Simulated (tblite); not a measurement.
C7H13NSi: geometry relaxation (part 4 of 4)

The same run, continued: C7H13NSi; GFN2-xTB geometry optimisation, gas phase (tblite 0.8.0). It belongs to a series of runs on one base structure; here: H on C replaced by vinyl.

Geometry of the input (Å):
```
C  -2.1644  2.0913  2.1696
C  -1.3643  1.9419  1.1105
C  -0.6887  0.6603  0.7098
C  -1.1440  -0.6366  1.3149
N  0.2483  0.7743  -0.1593
C  1.0014  -0.3910  -0.6352
Si 2.8270  0.1568  -0.8724
C  0.3759  -0.8753  -1.9073
C  -0.0307  -2.1421  -2.1280
H  -2.4417  1.2909  2.8531
H  -2.5933  3.0714  2.3866
H  -1.1125  2.7914  0.5014
H  -2.1371  -0.5693  1.7898
H  -1.2084  -1.4239  0.5583
H  -0.4233  -0.9375  2.0881
H  1.0403  -1.1855  0.1315
H  3.6548  -1.0040  -1.2976
H  2.9534  1.2153  -1.9011
H  3.3995  0.6496  0.4213
H  0.2192  -0.1365  -2.6881
H  0.0784  -2.9097  -1.3766
H  -0.5004  -2.4123  -3.0701
```

### Trajectory as extended XYZ, continued
```
22
Properties=species:S:1:pos:R:3:forces:R:3 step=124 energy=-712.56150
C    -1.9243    2.3285    2.1195   -0.0040   0.0030  -0.0130
C    -1.4448    1.8812    0.9646    0.0060   0.0140  -0.0020
C    -0.8014    0.5889    0.7474   -0.0040   0.0060   0.0200
C    -0.8456   -0.4130    1.8730    0.0000  -0.0120   0.0020
N    -0.2513    0.4457   -0.3895    0.0050   0.0120   0.0050
C     0.5155   -0.6650   -0.8068    0.0040   0.0010  -0.0010
Si    2.3453   -0.0991   -0.5208   -0.0230  -0.0280  -0.0120
C     0.3295   -0.9009   -2.2643    0.0050   0.0180   0.0040
C     0.5125   -2.0615   -2.8692    0.0040  -0.0070   0.0000
H    -1.8841    1.7512    3.0277   -0.0320   0.0070   0.0010
H    -2.3704    3.3058    2.1989    0.0110  -0.0150   0.0080
H    -1.4770    2.5053    0.0821   -0.0100  -0.0090  -0.0020
H    -1.8608   -0.4901    2.2569   -0.0040   0.0090   0.0010
H    -0.5237   -1.3981    1.5457    0.0030  -0.0010  -0.0010
H    -0.1939   -0.0909    2.6834    0.0250   0.0090   0.0010
H     0.3449   -1.5964   -0.2460    0.0070  -0.0060  -0.0200
H     3.2087   -1.1993   -0.9491    0.0190  -0.0030  -0.0160
H     2.5871    1.1164   -1.2873   -0.0070   0.0030  -0.0140
H     2.5106    0.1587    0.9098   -0.0040   0.0030   0.0350
H     0.0289   -0.0239   -2.8198    0.0110   0.0030  -0.0020
H     0.8091   -2.9451   -2.3271   -0.0090  -0.0040   0.0130
H     0.3747   -2.1791   -3.9299   -0.0040   0.0000  -0.0090
22
Properties=species:S:1:pos:R:3:forces:R:3 step=128 energy=-712.56229
C    -1.9284    2.3270    2.1157   -0.0220  -0.0030   0.0090
C    -1.4536    1.8782    0.9599   -0.0050  -0.0070   0.0000
C    -0.8003    0.5905    0.7473   -0.0010  -0.0030  -0.0040
C    -0.8322   -0.4060    1.8779    0.0050   0.0060   0.0060
N    -0.2535    0.4454   -0.3910    0.0110  -0.0160   0.0000
C     0.5142   -0.6659   -0.8079    0.0040  -0.0040   0.0030
Si    2.3443   -0.1132   -0.5118    0.0240   0.0170   0.0150
C     0.3338   -0.8952   -2.2670   -0.0130   0.0050  -0.0020
C     0.5082   -2.0551   -2.8763    0.0050  -0.0040  -0.0060
H    -1.8820    1.7553    3.0272   -0.0080   0.0050  -0.0030
H    -2.3816    3.3002    2.1928   -0.0090   0.0170   0.0070
H    -1.5045    2.4946    0.0732    0.0150   0.0020  -0.0050
H    -1.8449   -0.4861    2.2683    0.0100   0.0060   0.0070
H    -0.5061   -1.3899    1.5533    0.0030  -0.0200  -0.0070
H    -0.1749   -0.0756    2.6807    0.0080   0.0070   0.0050
H     0.3385   -1.5998   -0.2538   -0.0100  -0.0110  -0.0020
H     3.2154   -1.2103   -0.9371   -0.0120   0.0120  -0.0120
H     2.5817    1.1042   -1.2788    0.0080  -0.0100   0.0010
H     2.5091    0.1455    0.9216   -0.0140  -0.0090  -0.0160
H     0.0394   -0.0145   -2.8195    0.0100   0.0080  -0.0080
H     0.7987   -2.9436   -2.3379   -0.0170   0.0070   0.0060
H     0.3684   -2.1662   -3.9379    0.0070  -0.0040   0.0070
22
Properties=species:S:1:pos:R:3:forces:R:3 step=133 energy=-712.56313
C    -1.9416    2.3221    2.1126    0.0060   0.0040  -0.0080
C    -1.4594    1.8784    0.9572    0.0000   0.0010   0.0040
C    -0.7983    0.5934    0.7456    0.0070   0.0030   0.0010
C    -0.8215   -0.4000    1.8789    0.0090  -0.0060   0.0010
N    -0.2488    0.4459   -0.3914   -0.0240   0.0020   0.0120
C     0.5179   -0.6672   -0.8060   -0.0030   0.0030   0.0000
Si    2.3491   -0.1158   -0.5075   -0.0210  -0.0120  -0.0290
C     0.3369   -0.8939   -2.2655    0.0180   0.0110   0.0010
C     0.5016   -2.0543   -2.8764   -0.0210   0.0080   0.0040
H    -1.8949    1.7475    3.0217   -0.0060  -0.0100   0.0130
H    -2.3954    3.2949    2.1979   -0.0090  -0.0040  -0.0280
H    -1.5105    2.4960    0.0709    0.0180  -0.0030   0.0040
H    -1.8304   -0.4773    2.2787    0.0050  -0.0040   0.0130
H    -0.5005   -1.3852    1.5501   -0.0010   0.0050   0.0200
H    -0.1558   -0.0679    2.6751   -0.0020  -0.0110  -0.0130
H     0.3381   -1.6021   -0.2538    0.0000   0.0110  -0.0040
H     3.2154   -1.2129   -0.9409    0.0010   0.0030   0.0000
H     2.5892    1.0983   -1.2785    0.0080   0.0030   0.0110
H     2.5037    0.1369    0.9261    0.0060   0.0030   0.0090
H     0.0574   -0.0081   -2.8178    0.0040   0.0020  -0.0090
H     0.7756   -2.9486   -2.3399   -0.0040   0.0010   0.0170
H     0.3619   -2.1607   -3.9378    0.0090  -0.0090  -0.0190
22
Properties=species:S:1:pos:R:3:forces:R:3 step=137 energy=-712.56434
C    -1.9570    2.3151    2.1084   -0.0140  -0.0200   0.0120
C    -1.4653    1.8765    0.9551    0.0310   0.0120   0.0110
C    -0.7948    0.5966    0.7431    0.0070   0.0030   0.0080
C    -0.7960   -0.3904    1.8820   -0.0040   0.0100   0.0170
N    -0.2538    0.4498   -0.3979   -0.0250  -0.0200   0.0000
C     0.5124   -0.6641   -0.8130   -0.0170   0.0060  -0.0240
Si    2.3427   -0.1268   -0.4989    0.0260   0.0030   0.0120
C     0.3389   -0.8860   -2.2748   -0.0130  -0.0070  -0.0130
C     0.4897   -2.0512   -2.8803    0.0120  -0.0090  -0.0050
H    -1.9206    1.7345    3.0153    0.0020   0.0150  -0.0100
H    -2.4168    3.2853    2.1938   -0.0040  -0.0070  -0.0300
H    -1.5086    2.4971    0.0707    0.0040   0.0020   0.0020
H    -1.7971   -0.4636    2.3005   -0.0040  -0.0280   0.0130
H    -0.4764   -1.3778    1.5601   -0.0130  -0.0070  -0.0090
H    -0.1178   -0.0511    2.6637    0.0100   0.0100   0.0040
H     0.3220   -1.6009   -0.2668    0.0060   0.0210  -0.0040
H     3.2148   -1.2174   -0.9345   -0.0050  -0.0210  -0.0020
H     2.6029    1.0897   -1.2587   -0.0050   0.0180   0.0110
H     2.4877    0.1113    0.9401    0.0030   0.0030  -0.0230
H     0.0705    0.0004   -2.8319    0.0110   0.0070   0.0100
H     0.7544   -2.9429   -2.3337   -0.0180   0.0010  -0.0090
H     0.3578   -2.1648   -3.9431    0.0090   0.0050   0.0270
22
Properties=species:S:1:pos:R:3:forces:R:3 step=141 energy=-712.56586
C    -1.9786    2.3075    2.0995    0.0190   0.0200  -0.0190
C    -1.4623    1.8750    0.9546   -0.0060  -0.0120  -0.0050
C    -0.7889    0.5970    0.7472   -0.0110  -0.0080   0.0020
C    -0.7687   -0.3789    1.8948   -0.0010  -0.0150   0.0040
N    -0.2642    0.4423   -0.4002    0.0150   0.0190  -0.0300
C     0.5047   -0.6675   -0.8191   -0.0020   0.0040   0.0040
Si    2.3371   -0.1378   -0.4899   -0.0160   0.0000  -0.0210
C     0.3433   -0.8805   -2.2832   -0.0120   0.0190   0.0120
C     0.4803   -2.0466   -2.8896    0.0070  -0.0090   0.0030
H    -1.9472    1.7312    3.0087   -0.0150   0.0100  -0.0050
H    -2.4460    3.2750    2.1702   -0.0100  -0.0020   0.0050
H    -1.4986    2.4935    0.0683   -0.0060   0.0060   0.0110
H    -1.7594   -0.4541    2.3376    0.0050   0.0020   0.0050
H    -0.4562   -1.3688    1.5745    0.0090  -0.0160  -0.0110
H    -0.0720   -0.0287    2.6545    0.0080  -0.0030   0.0330
H     0.3098   -1.6058   -0.2783    0.0070  -0.0050  -0.0010
H     3.2112   -1.2244   -0.9332   -0.0150  -0.0100   0.0080
H     2.6010    1.0878   -1.2344   -0.0010   0.0120   0.0120
H     2.4636    0.0880    0.9512    0.0240   0.0040   0.0030
H     0.1013    0.0147   -2.8387    0.0080  -0.0100   0.0030
H     0.7165   -2.9451   -2.3415   -0.0100  -0.0020  -0.0060
H     0.3629   -2.1544   -3.9538    0.0020  -0.0020  -0.0080
22
Properties=species:S:1:pos:R:3:forces:R:3 step=145 energy=-712.56653
C    -1.9858    2.3066    2.0963   -0.0170  -0.0080   0.0110
C    -1.4628    1.8735    0.9549   -0.0050   0.0100   0.0000
C    -0.7880    0.5960    0.7489    0.0080   0.0080   0.0030
C    -0.7687   -0.3833    1.8952    0.0100   0.0070  -0.0030
N    -0.2579    0.4461   -0.3974   -0.0080  -0.0100   0.0280
C     0.5101   -0.6642   -0.8162    0.0020  -0.0010  -0.0010
Si    2.3437   -0.1355   -0.4981    0.0060   0.0100   0.0170
C     0.3472   -0.8767   -2.2793    0.0090  -0.0090  -0.0080
C     0.4703   -2.0462   -2.8825   -0.0130  -0.0050  -0.0080
H    -1.9661    1.7280    3.0047   -0.0040   0.0160  -0.0090
H    -2.4580    3.2720    2.1637    0.0050   0.0010   0.0030
H    -1.4941    2.4972    0.0719    0.0050  -0.0140  -0.0040
H    -1.7560   -0.4537    2.3465    0.0030   0.0010  -0.0190
H    -0.4649   -1.3737    1.5666    0.0040  -0.0080   0.0080
H    -0.0656   -0.0417    2.6545    0.0000  -0.0090  -0.0080
H     0.3183   -1.6040   -0.2768   -0.0010   0.0060   0.0110
H     3.2150   -1.2237   -0.9427   -0.0170  -0.0080   0.0020
H     2.6051    1.0913   -1.2411   -0.0010   0.0110   0.0020
H     2.4819    0.0934    0.9422    0.0170  -0.0020  -0.0050
H     0.1234    0.0222   -2.8352   -0.0030  -0.0020  -0.0190
H     0.6868   -2.9469   -2.3301   -0.0010  -0.0030  -0.0040
H     0.3558   -2.1571   -3.9470    0.0020   0.0070   0.0020
22
Properties=species:S:1:pos:R:3:forces:R:3 step=150 energy=-712.56716
C    -2.0002    2.3040    2.0908    0.0010   0.0070  -0.0100
C    -1.4703    1.8695    0.9532    0.0080  -0.0070   0.0030
C    -0.7848    0.5967    0.7516    0.0040  -0.0040   0.0010
C    -0.7535   -0.3814    1.8980   -0.0050  -0.0040   0.0060
N    -0.2581    0.4463   -0.3959    0.0020   0.0040  -0.0060
C     0.5123   -0.6622   -0.8147    0.0010   0.0050   0.0010
Si    2.3474   -0.1383   -0.4941   -0.0020   0.0020  -0.0120
C     0.3518   -0.8720   -2.2793    0.0030   0.0020   0.0070
C     0.4564   -2.0425   -2.8839    0.0070   0.0050   0.0030
H    -1.9773    1.7335    3.0033   -0.0020  -0.0140   0.0130
H    -2.4781    3.2667    2.1515   -0.0070   0.0110   0.0010
H    -1.5045    2.4875    0.0665    0.0000  -0.0050  -0.0040
H    -1.7372   -0.4515    2.3556   -0.0120   0.0040   0.0080
H    -0.4540   -1.3736    1.5695    0.0080   0.0090  -0.0020
H    -0.0435   -0.0403    2.6508   -0.0020   0.0000  -0.0010
H     0.3191   -1.6016   -0.2742    0.0010   0.0070  -0.0130
H     3.2075   -1.2351   -0.9401   -0.0070   0.0020  -0.0040
H     2.6121    1.0908   -1.2335    0.0010  -0.0050   0.0050
H     2.4948    0.0865    0.9447    0.0080   0.0030   0.0170
H     0.1451    0.0305   -2.8373    0.0030  -0.0140   0.0030
H     0.6544   -2.9488   -2.3336   -0.0010   0.0010  -0.0060
H     0.3503   -2.1453   -3.9497   -0.0110  -0.0090  -0.0090
22
Properties=species:S:1:pos:R:3:forces:R:3 step=154 energy=-712.56731
C    -2.0042    2.3028    2.0895    0.0000  -0.0030   0.0040
C    -1.4718    1.8678    0.9533   -0.0010   0.0030  -0.0010
C    -0.7846    0.5958    0.7521   -0.0010   0.0030   0.0040
C    -0.7531   -0.3817    1.8991   -0.0010   0.0020   0.0000
N    -0.2570    0.4473   -0.3953    0.0020   0.0010   0.0010
C     0.5152   -0.6597   -0.8146    0.0010   0.0000   0.0020
Si    2.3506   -0.1372   -0.4945    0.0020   0.0010   0.0070
C     0.3542   -0.8707   -2.2788    0.0020   0.0020  -0.0020
C     0.4524   -2.0420   -2.8828   -0.0010  -0.0020  -0.0030
H    -1.9838    1.7309    3.0017    0.0000   0.0010   0.0020
H    -2.4822    3.2660    2.1502    0.0000  -0.0050  -0.0050
H    -1.5055    2.4845    0.0657    0.0030   0.0020  -0.0030
H    -1.7358   -0.4485    2.3600    0.0010  -0.0030  -0.0010
H    -0.4550   -1.3739    1.5702   -0.0020  -0.0020  -0.0030
H    -0.0398   -0.0420    2.6492    0.0000   0.0060   0.0050
H     0.3221   -1.5996   -0.2759    0.0010  -0.0030   0.0040
H     3.2067   -1.2361   -0.9426   -0.0030   0.0010  -0.0030
H     2.6176    1.0916   -1.2331    0.0000   0.0000   0.0010
H     2.5033    0.0877    0.9449    0.0010  -0.0020  -0.0020
H     0.1521    0.0313   -2.8382    0.0000   0.0040  -0.0040
H     0.6442   -2.9494   -2.3322    0.0030  -0.0010  -0.0030
H     0.3440   -2.1454   -3.9486   -0.0060  -0.0050   0.0010
```

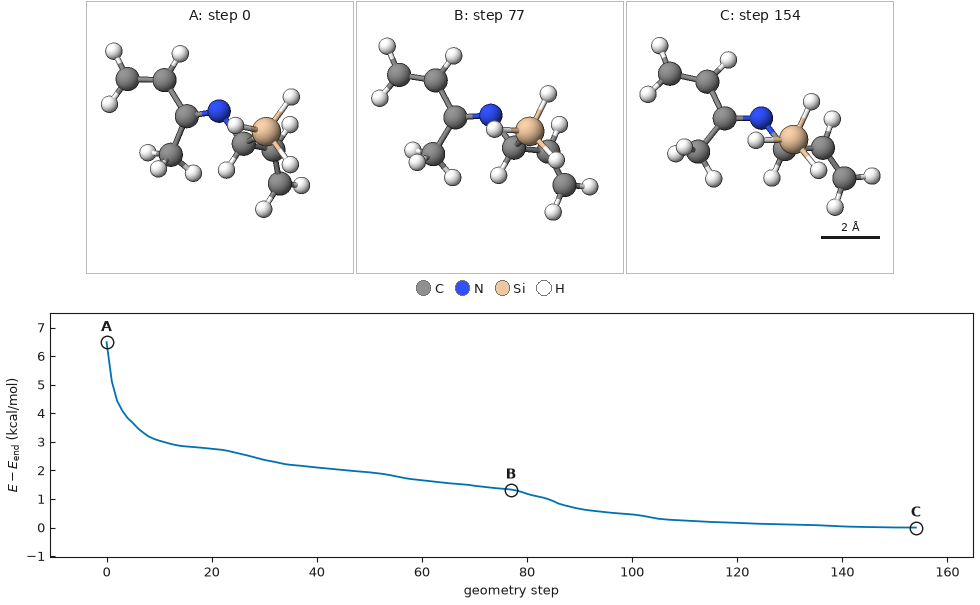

*Frames of the relaxation (ball-and-stick view, seen at a tilt) above the curves, on which the letters mark them (steps are counted from 0).*

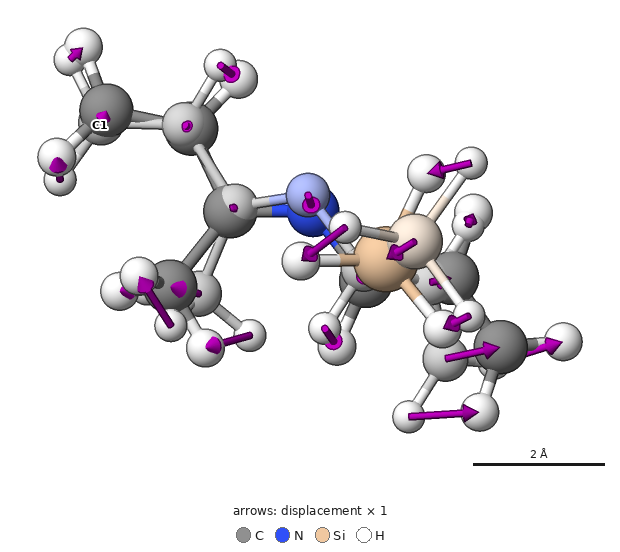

*Start (faint) and end (solid) with the displacements as pink arrows, at true length (ball-and-stick view, seen at a tilt). The two geometries are laid on each other by the best rigid fit.*

H14 moves most after the best rigid fit: 1.31 Å. By element the largest moves are H 1.31 Å, C 0.89 Å, N 0.66 Å, Si 0.64 Å. Distances before and after: N5–C6 1.467 → 1.413 Å, C2–C3 1.503 → 1.460 Å, Si7–H19 1.498 → 1.465 Å, C8–C9 1.349 → 1.322 Å. Among the angles that change: Si7–C6–C8 112.6° → 107.7°, C3–N5–C6 121.6° → 125.9°, N5–C6–H16 111.4° → 115.3°. After 154 geometry steps the energy has fallen by 6.49 kcal/mol. Largest force component: 1.4 eV/Å at the start, 0.007 eV/Å at the end. (Atoms are counted from 1 in the order of the input.)

### Results in brief

- outcome: converged
- total energy: −712.5673 eV
- hardware: 1 CPU thread, shared host
- wall time: 1.2 s
- peak memory: 0.18 GiB
